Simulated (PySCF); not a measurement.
# C3H7AlN2: NMR shifts at several levels of theory, part 2 of 2

PySCF 2.14.0. Atoms count from 0. Earlier steps stand in the parts before.

### 8 Nuclear shieldings: OPBE/pcSseg-1

Job settings and geometry (Å):

```
{"job": {"kind": "nmr", "xc": "OPBE", "basis": "pcSseg-1", "pop": false}, "charge": 0, "multiplicity": 1}
C     -3.308999     0.202619    -0.529496
N     -2.098767    -0.091730    -0.405052
Al    -0.842356    -1.351524    -0.789059
N      0.825402    -0.305194    -0.231278
C      1.764361     0.281211     0.083386
C      2.938568     1.023910     0.481473
H     -3.734499     1.148093    -0.117990
H     -4.071246    -0.427279    -1.049083
H     -0.455920    -1.584926    -2.326788
H     -0.728555    -2.554961     0.259368
H      3.445092     1.425471    -0.407718
H      2.643973     1.855713     1.137151
H      3.629983     0.363674     1.024535
```

Method: GIAO OPBE/pcSseg-1 NMR shielding, non-relativistic, gas phase.

What it wrote:

```text
coarse grid: 11352 points
cycle   1  E = -470.1311817674  dE =  3.594e-01  |g| = 6.341e-01  |ddm| = 3.238e+00
cycle   2  E = -468.2622880229  dE =  1.869e+00  |g| = 2.100e+00  |ddm| = 3.977e+00
cycle   3  E = -470.1822029272  dE = -1.920e+00  |g| = 4.455e-01  |ddm| = 3.901e+00
cycle   4  E = -470.2245372235  dE = -4.233e-02  |g| = 2.424e-01  |ddm| = 4.409e-01
cycle   5  E = -470.2301607147  dE = -5.623e-03  |g| = 1.926e-01  |ddm| = 2.367e-01
cycle   6  E = -470.2382229434  dE = -8.062e-03  |g| = 2.926e-02  |ddm| = 1.237e-01
cycle   7  E = -470.2384015277  dE = -1.786e-04  |g| = 1.410e-02  |ddm| = 3.541e-02
cycle   8  E = -470.2384547924  dE = -5.326e-05  |g| = 3.216e-03  |ddm| = 1.540e-02
cycle   9  E = -470.2384579666  dE = -3.174e-06  |g| = 5.848e-04  |ddm| = 3.835e-03
final grid: 105104 points
cycle  10  E = -470.2526629809  dE = -1.268e-04  |g| = 1.024e-02  |ddm| = 4.285e-02
cycle  11  E = -470.2526410536  dE =  2.193e-05  |g| = 1.300e-02  |ddm| = 1.662e-02
cycle  12  E = -470.2526611996  dE = -2.015e-05  |g| = 8.792e-03  |ddm| = 1.206e-02
cycle  13  E = -470.2526777109  dE = -1.651e-05  |g| = 1.361e-03  |ddm| = 5.287e-03
cycle  14  E = -470.2526781212  dE = -4.104e-07  |g| = 3.788e-04  |ddm| = 1.402e-03
cycle  15  E = -470.2526781486  dE = -2.731e-08  |g| = 1.453e-04  |ddm| = 3.502e-04
cycle  16  E = -470.2526781535  dE = -4.961e-09  |g| = 3.382e-05  |ddm| = 1.335e-04
cycle  17  E = -470.2526781538  dE = -3.261e-10  |g| = 7.592e-06  |ddm| = 3.644e-05
converged SCF energy = -470.2526781538

GIAO shielding tensors (ppm)
atom      isotropic    diamagn.    paramagn.     s11        s22        s33       span
  0 C       24.446     249.060    -224.615    -65.003     20.215    118.125    183.128
  1 N     -176.467     332.225    -508.692   -606.981   -183.552    261.131    868.112
  2 Al     459.822     797.246    -337.425    438.059    459.331    482.075     44.016
  3 N       31.845     337.091    -305.246   -112.426   -109.039    317.000    429.426
  4 C       67.724     269.803    -202.078    -29.906    -25.678    258.757    288.664
  5 C      182.312     249.561     -67.249    173.370    173.820    199.747     26.377
  6 H       21.850      29.231      -7.380     20.784     21.745     23.022      2.238
  7 H       21.664      26.218      -4.554     19.987     20.507     24.499      4.512
  8 H       27.076      29.394      -2.318     24.313     26.101     30.814      6.501
  9 H       27.077      29.652      -2.575     24.392     26.091     30.748      6.356
 10 H       28.980      26.044       2.937     24.515     26.821     35.604     11.089
 11 H       28.911      28.136       0.775     24.386     26.841     35.507     11.121
 12 H       28.976      25.763       3.213     24.484     26.858     35.587     11.103
```

Wall time 15 s (1 thread of Arm Neoverse V2, shared host); peak memory 0.7 GiB.

Key values: δ C0 160.7, C4 117.4, C5 2.8, N1 440.6, H7 9.56, H6 9.38 ppm.

### 9 NMR shieldings: KT2/pcSseg-1

Same as in step 8 but for these lines:

```diff
@@ -1,2 +1,2 @@
-{"job": {"kind": "nmr", "xc": "OPBE", "basis": "pcSseg-1", "pop": false}, "charge": 0, "multiplicity": 1}
+{"job": {"kind": "nmr", "xc": "KT2", "basis": "pcSseg-1", "pop": false}, "charge": 0, "multiplicity": 1}
 C     -3.308999     0.202619    -0.529496
```

With the program's defaults for keys left out, this is: GIAO KT2/pcSseg-1 NMR shielding, non-relativistic, gas phase.

What it wrote:

```text
coarse grid: 11352 points
cycle   1  E = -476.3819069247  dE =  4.130e-01  |g| = 6.691e-01  |ddm| = 3.190e+00
cycle   2  E = -474.5599179709  dE =  1.822e+00  |g| = 2.152e+00  |ddm| = 3.996e+00
cycle   3  E = -476.4437266733  dE = -1.884e+00  |g| = 4.425e-01  |ddm| = 3.897e+00
cycle   4  E = -476.4868264907  dE = -4.310e-02  |g| = 2.388e-01  |ddm| = 4.779e-01
cycle   5  E = -476.4930396871  dE = -6.213e-03  |g| = 1.752e-01  |ddm| = 2.343e-01
cycle   6  E = -476.4999778142  dE = -6.938e-03  |g| = 2.577e-02  |ddm| = 1.151e-01
cycle   7  E = -476.5001187127  dE = -1.409e-04  |g| = 1.184e-02  |ddm| = 2.905e-02
cycle   8  E = -476.5001579693  dE = -3.926e-05  |g| = 1.974e-03  |ddm| = 1.328e-02
cycle   9  E = -476.5001593532  dE = -1.384e-06  |g| = 3.499e-04  |ddm| = 3.190e-03
final grid: 105104 points
cycle  10  E = -476.5014050919  dE = -1.881e-04  |g| = 1.635e-02  |ddm| = 4.390e-02
cycle  11  E = -476.5013479985  dE =  5.709e-05  |g| = 2.090e-02  |ddm| = 3.304e-02
cycle  12  E = -476.5014533418  dE = -1.053e-04  |g| = 5.540e-03  |ddm| = 2.448e-02
cycle  13  E = -476.5014589771  dE = -5.635e-06  |g| = 2.533e-03  |ddm| = 5.359e-03
cycle  14  E = -476.5014604922  dE = -1.515e-06  |g| = 5.312e-04  |ddm| = 1.882e-03
cycle  15  E = -476.5014605502  dE = -5.801e-08  |g| = 2.115e-04  |ddm| = 4.586e-04
cycle  16  E = -476.5014605598  dE = -9.658e-09  |g| = 5.615e-05  |ddm| = 1.581e-04
cycle  17  E = -476.5014605606  dE = -7.973e-10  |g| = 4.950e-06  |ddm| = 4.540e-05
converged SCF energy = -476.5014605606

GIAO shielding tensors (ppm)
atom      isotropic    diamagn.    paramagn.     s11        s22        s33       span
  0 C       27.095     249.659    -222.564    -58.747     25.211    114.820    173.567
  1 N     -170.298     331.790    -502.088   -585.195   -177.436    251.739    836.934
  2 Al     453.951     799.162    -345.211    432.476    453.092    476.286     43.810
  3 N       35.080     337.313    -302.233   -107.606   -104.725    317.573    425.179
  4 C       69.467     270.344    -200.877    -26.833    -22.414    257.650    284.483
  5 C      181.276     250.654     -69.379    172.367    172.953    198.507     26.140
  6 H       22.205      29.422      -7.217     20.668     22.043     23.904      3.236
  7 H       21.981      26.392      -4.410     19.739     20.891     25.315      5.576
  8 H       26.859      29.091      -2.231     24.050     25.851     30.677      6.627
  9 H       26.863      29.359      -2.496     24.118     25.845     30.627      6.509
 10 H       28.943      26.116       2.827     24.411     26.818     35.600     11.189
 11 H       28.869      28.491       0.377     24.287     26.852     35.468     11.180
 12 H       28.938      25.800       3.138     24.383     26.849     35.583     11.200
```

It took 15 s on 1 thread of Arm Neoverse V2, shared host; peak memory 0.7 GiB.

In short: δ C0 156.1, C4 113.8, C5 1.9, N1 434.6, H7 9.20, H6 8.97 ppm.

### 10 NMR shieldings: KT3/pcSseg-1

Same as in step 9 but for these lines:

```diff
@@ -1,2 +1,2 @@
-{"job": {"kind": "nmr", "xc": "KT2", "basis": "pcSseg-1", "pop": false}, "charge": 0, "multiplicity": 1}
+{"job": {"kind": "nmr", "xc": "KT3", "basis": "pcSseg-1", "pop": false}, "charge": 0, "multiplicity": 1}
 C     -3.308999     0.202619    -0.529496
```

With the program's defaults for keys left out, this is: GIAO KT3/pcSseg-1 NMR shielding, non-relativistic, gas phase.

What it wrote:

```text
coarse grid: 11352 points
cycle   1  E = -475.8805040971  dE =  4.018e-01  |g| = 6.979e-01  |ddm| = 3.207e+00
cycle   2  E = -473.9563250548  dE =  1.924e+00  |g| = 2.226e+00  |ddm| = 5.926e+00
cycle   3  E = -475.9671876538  dE = -2.011e+00  |g| = 3.643e-01  |ddm| = 5.863e+00
cycle   4  E = -475.9995257820  dE = -3.234e-02  |g| = 1.835e-01  |ddm| = 4.185e-01
cycle   5  E = -475.9988869093  dE =  6.389e-04  |g| = 1.951e-01  |ddm| = 2.162e-01
cycle   6  E = -476.0074355371  dE = -8.549e-03  |g| = 1.894e-02  |ddm| = 1.197e-01
cycle   7  E = -476.0075245648  dE = -8.903e-05  |g| = 6.161e-03  |ddm| = 2.143e-02
cycle   8  E = -476.0075338022  dE = -9.237e-06  |g| = 2.713e-03  |ddm| = 9.068e-03
final grid: 105104 points
cycle   9  E = -476.0069449999  dE = -1.795e-04  |g| = 1.341e-02  |ddm| = 4.466e-02
cycle  10  E = -476.0067959924  dE =  1.490e-04  |g| = 2.806e-02  |ddm| = 2.360e-02
cycle  11  E = -476.0069546995  dE = -1.587e-04  |g| = 8.605e-03  |ddm| = 2.240e-02
cycle  12  E = -476.0069701886  dE = -1.549e-05  |g| = 2.036e-03  |ddm| = 5.824e-03
cycle  13  E = -476.0069710971  dE = -9.085e-07  |g| = 5.298e-04  |ddm| = 1.625e-03
cycle  14  E = -476.0069711653  dE = -6.818e-08  |g| = 8.837e-05  |ddm| = 4.480e-04
cycle  15  E = -476.0069711671  dE = -1.837e-09  |g| = 2.638e-05  |ddm| = 1.002e-04
cycle  16  E = -476.0069711673  dE = -2.016e-10  |g| = 7.005e-06  |ddm| = 3.865e-05
converged SCF energy = -476.0069711673

GIAO shielding tensors (ppm)
atom      isotropic    diamagn.    paramagn.     s11        s22        s33       span
  0 C       29.906     249.240    -219.334    -58.374     33.367    114.724    173.097
  1 N     -164.590     332.790    -497.380   -571.489   -174.918    252.636    824.125
  2 Al     466.045     798.456    -332.411    444.371    464.268    489.497     45.126
  3 N       36.332     337.323    -300.991   -105.551   -102.881    317.428    422.979
  4 C       70.347     270.169    -199.822    -26.484    -22.452    259.976    286.460
  5 C      179.656     249.558     -69.902    170.925    171.388    196.655     25.729
  6 H       22.364      29.622      -7.258     20.883     22.178     24.032      3.149
  7 H       22.126      26.453      -4.327     19.983     20.888     25.506      5.523
  8 H       27.333      29.508      -2.176     24.556     26.310     31.132      6.576
  9 H       27.341      29.791      -2.450     24.619     26.309     31.094      6.475
 10 H       29.068      26.172       2.896     24.639     26.998     35.568     10.928
 11 H       28.999      28.608       0.392     24.519     27.031     35.448     10.930
 12 H       29.065      25.848       3.216     24.611     27.030     35.552     10.941
```

Run time: 14 s. Hardware: 1 thread of Arm Neoverse V2, shared host; peak memory 0.7 GiB.

Key values: δ C0 152.4, C4 112.0, C5 2.6, N1 426.6, H7 9.19, H6 8.96 ppm.

### 11 NMR shieldings: B97-D/pcSseg-1

Same as in step 10 but for these lines:

```diff
@@ -1,2 +1,2 @@
-{"job": {"kind": "nmr", "xc": "KT3", "basis": "pcSseg-1", "pop": false}, "charge": 0, "multiplicity": 1}
+{"job": {"kind": "nmr", "xc": "B97-D", "basis": "pcSseg-1", "pop": false}, "charge": 0, "multiplicity": 1}
 C     -3.308999     0.202619    -0.529496
```

Method: GIAO B97-D/pcSseg-1 NMR shielding, non-relativistic, gas phase.

What it wrote:

```text
coarse grid: 11352 points
cycle   1  E = -470.0978977768  dE =  3.707e-01  |g| = 6.900e-01  |ddm| = 3.249e+00
cycle   2  E = -468.1668346585  dE =  1.931e+00  |g| = 2.185e+00  |ddm| = 4.070e+00
cycle   3  E = -470.1578901616  dE = -1.991e+00  |g| = 4.693e-01  |ddm| = 3.988e+00
cycle   4  E = -470.2061728754  dE = -4.828e-02  |g| = 2.464e-01  |ddm| = 4.663e-01
cycle   5  E = -470.2108593447  dE = -4.686e-03  |g| = 2.065e-01  |ddm| = 2.472e-01
cycle   6  E = -470.2202534839  dE = -9.394e-03  |g| = 2.592e-02  |ddm| = 1.328e-01
cycle   7  E = -470.2204010449  dE = -1.476e-04  |g| = 1.241e-02  |ddm| = 3.184e-02
cycle   8  E = -470.2204422461  dE = -4.120e-05  |g| = 3.011e-03  |ddm| = 1.411e-02
cycle   9  E = -470.2204450660  dE = -2.820e-06  |g| = 5.571e-04  |ddm| = 3.601e-03
final grid: 105104 points
cycle  10  E = -470.2462103757  dE = -5.992e-05  |g| = 1.370e-02  |ddm| = 2.736e-02
cycle  11  E = -470.2461435389  dE =  6.684e-05  |g| = 2.117e-02  |ddm| = 2.719e-02
cycle  12  E = -470.2462233483  dE = -7.981e-05  |g| = 9.634e-03  |ddm| = 2.179e-02
cycle  13  E = -470.2462436009  dE = -2.025e-05  |g| = 1.810e-03  |ddm| = 6.380e-03
cycle  14  E = -470.2462443377  dE = -7.369e-07  |g| = 6.360e-04  |ddm| = 1.828e-03
cycle  15  E = -470.2462444253  dE = -8.756e-08  |g| = 1.508e-04  |ddm| = 4.612e-04
cycle  16  E = -470.2462444306  dE = -5.352e-09  |g| = 3.229e-05  |ddm| = 1.220e-04
cycle  17  E = -470.2462444309  dE = -2.772e-10  |g| = 4.512e-06  |ddm| = 3.329e-05
converged SCF energy = -470.2462444309

GIAO shielding tensors (ppm)
atom      isotropic    diamagn.    paramagn.     s11        s22        s33       span
  0 C       18.830     248.809    -229.979    -72.310     17.824    110.977    183.287
  1 N     -185.626     331.984    -517.609   -621.376   -193.018    257.517    878.893
  2 Al     459.824     796.537    -336.712    437.376    459.891    482.206     44.829
  3 N       28.265     336.323    -308.058   -117.398   -114.190    316.381    433.779
  4 C       61.473     270.314    -208.841    -38.560    -34.234    257.212    295.772
  5 C      177.291     249.518     -72.227    168.809    169.246    193.818     25.008
  6 H       22.239      29.534      -7.296     20.899     22.141     23.676      2.777
  7 H       21.994      26.567      -4.573     20.121     20.953     24.907      4.786
  8 H       27.409      29.608      -2.199     24.630     26.402     31.194      6.564
  9 H       27.411      29.851      -2.441     24.702     26.393     31.136      6.434
 10 H       29.177      26.320       2.857     24.791     27.153     35.586     10.795
 11 H       29.110      28.654       0.455     24.665     27.180     35.483     10.818
 12 H       29.173      26.009       3.164     24.759     27.187     35.574     10.815
```

Wall time 15 s (1 thread of Arm Neoverse V2, shared host); peak memory 0.7 GiB.

Key values: δ C0 160.3, C4 117.7, C5 1.9, N1 446.5, H7 9.42, H6 9.17 ppm.

### 12 NMR shieldings: B3LYP/pcSseg-1

Same as in step 11 but for these lines:

```diff
@@ -1,2 +1,2 @@
-{"job": {"kind": "nmr", "xc": "B97-D", "basis": "pcSseg-1", "pop": false}, "charge": 0, "multiplicity": 1}
+{"job": {"kind": "nmr", "xc": "B3LYP", "basis": "pcSseg-1", "pop": false}, "charge": 0, "multiplicity": 1}
 C     -3.308999     0.202619    -0.529496
```

Method: GIAO B3LYP/pcSseg-1 NMR shielding, non-relativistic, gas phase.

What it wrote:

```text
coarse grid: 11352 points
cycle   1  E = -470.3053164702  dE =  4.141e-01  |g| = 6.484e-01  |ddm| = 3.192e+00
cycle   2  E = -469.8968132304  dE =  4.085e-01  |g| = 1.481e+00  |ddm| = 1.819e+00
cycle   3  E = -470.4062498364  dE = -5.094e-01  |g| = 1.387e-01  |ddm| = 1.365e+00
cycle   4  E = -470.4088983316  dE = -2.648e-03  |g| = 9.140e-02  |ddm| = 1.374e-01
cycle   5  E = -470.4104707846  dE = -1.572e-03  |g| = 3.695e-02  |ddm| = 7.175e-02
cycle   6  E = -470.4107594417  dE = -2.887e-04  |g| = 5.183e-03  |ddm| = 2.273e-02
cycle   7  E = -470.4107671172  dE = -7.675e-06  |g| = 1.266e-03  |ddm| = 6.098e-03
final grid: 105104 points
cycle   8  E = -470.4524925203  dE = -1.625e-05  |g| = 4.391e-03  |ddm| = 1.387e-02
cycle   9  E = -470.4524901611  dE =  2.359e-06  |g| = 5.333e-03  |ddm| = 7.807e-03
cycle  10  E = -470.4524970645  dE = -6.903e-06  |g| = 1.238e-03  |ddm| = 4.479e-03
cycle  11  E = -470.4524973836  dE = -3.191e-07  |g| = 2.103e-04  |ddm| = 7.438e-04
cycle  12  E = -470.4524973922  dE = -8.539e-09  |g| = 6.353e-05  |ddm| = 1.864e-04
cycle  13  E = -470.4524973931  dE = -9.342e-10  |g| = 1.955e-05  |ddm| = 5.872e-05
converged SCF energy = -470.4524973931

GIAO shielding tensors (ppm)
atom      isotropic    diamagn.    paramagn.     s11        s22        s33       span
  0 C       14.014     248.150    -234.136    -85.565     14.872    112.736    198.302
  1 N     -222.772     332.501    -555.273   -710.687   -220.869    263.239    973.927
  2 Al     447.837     795.534    -347.697    424.851    446.112    472.547     47.696
  3 N       16.303     336.908    -320.605   -136.806   -135.619    321.334    458.140
  4 C       56.975     269.845    -212.870    -49.176    -45.139    265.239    314.416
  5 C      178.463     248.919     -70.455    170.278    170.656    194.456     24.178
  6 H       22.307      29.470      -7.164     20.986     22.356     23.578      2.592
  7 H       22.161      26.649      -4.487     20.381     21.069     25.034      4.653
  8 H       27.386      29.474      -2.088     24.590     26.334     31.234      6.643
  9 H       27.380      29.702      -2.322     24.633     26.325     31.182      6.549
 10 H       29.159      26.202       2.957     24.661     27.044     35.772     11.112
 11 H       29.091      28.444       0.646     24.517     27.062     35.693     11.176
 12 H       29.155      25.904       3.251     24.627     27.080     35.757     11.131
```

It took 9.7 s on 1 thread of Arm Neoverse V2, shared host; peak memory 0.76 GiB.

In short: δ C0 165.2, C4 122.3, C5 0.8, N1 486.3, H7 9.22, H6 9.08 ppm.

### 13 Comparing the runs: NMR shifts

Shifts (ppm) of some atoms, chosen among heavy atoms and hydrogens apart, with basis size and wall time:

```csv
run,C0,C4,H6,H7,N1,N3,Al2,functions,time
HF/pcSseg-1,159.3,129.4,8.54,8.42,498.8,247.0,26.7,144,5 s
LDA/pcSseg-1,177.8,127.3,9.59,9.76,506.3,257.2,52.0,144,12 s
PBE/pcSseg-1,166.9,121.3,9.36,9.57,471.9,244.0,43.0,144,15 s
BLYP/pcSseg-1,164.3,120.0,9.22,9.47,476.3,245.5,40.7,144,15 s
BP86/pcSseg-1,166.6,121.1,9.31,9.52,466.7,241.7,41.6,144,14 s
OPBE/pcSseg-1,160.7,117.4,9.38,9.56,440.6,232.2,36.1,144,15 s
KT2/pcSseg-1,156.1,113.8,8.97,9.20,434.6,229.2,43.8,144,15 s
KT3/pcSseg-1,152.4,112.0,8.96,9.19,426.6,225.7,36.4,144,14 s
B97-D/pcSseg-1,160.3,117.7,9.17,9.42,446.5,232.6,37.0,144,15 s
B3LYP/pcSseg-1,165.2,122.3,9.08,9.22,486.3,247.2,37.0,144,9.7 s
```

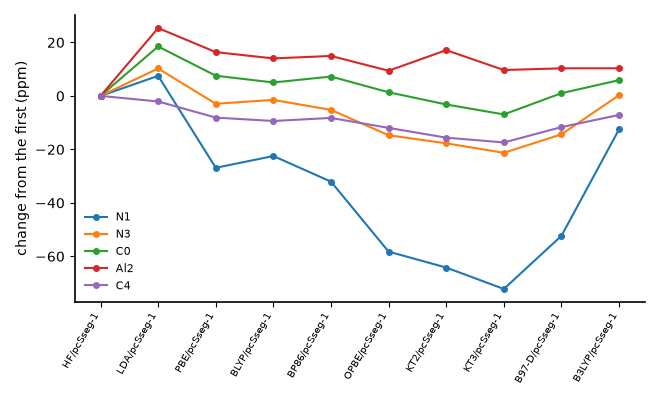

How five of the tabulated atoms move from run to run.

### 14 Outcome

What follows sums up all 2 parts.

```
                                                            quantity                       value
                                                         point group                          C1
                                rotational constants (main isotopes)        6.87, 1.11, 0.98 GHz
                                ¹³C shifts against TMS (HF/pcSseg-1)       159.3, 129.4, 1.2 ppm
¹H shifts against TMS (HF/pcSseg-1, means over atoms taken as alike)  8.54, 8.42, 3.72, 2.40 ppm
                                ¹⁵N shifts against NH3 (HF/pcSseg-1)            498.8, 247.0 ppm
                             ²⁷Al shifts against AlH4- (HF/pcSseg-1)                    26.7 ppm
                                            range of the shift of N1          426.6 to 506.3 ppm
```

Single values in the summary come from the first sound run of each kind (HF/pcSseg-1), which need not be the best level. The start of the PBE0/def2-SVP relaxation was shaken at random by about 0.01 Å, so part of the energy gained, and of the first lengths quoted, undoes that. The optimisation took 15 steps and gained 0.500 eV; among the close pairs (by a distance rule), Al2–H8 changed most, from 1.522 to 1.603 Å. At HF/pcSseg-1: The widest tensor belongs to N1: span 1059 ppm, with a paramagnetic part of -567 ppm. Across the 10 runs the shift of N1 moves most, between 426.6 (KT3/pcSseg-1) and 506.3 ppm (LDA/pcSseg-1).
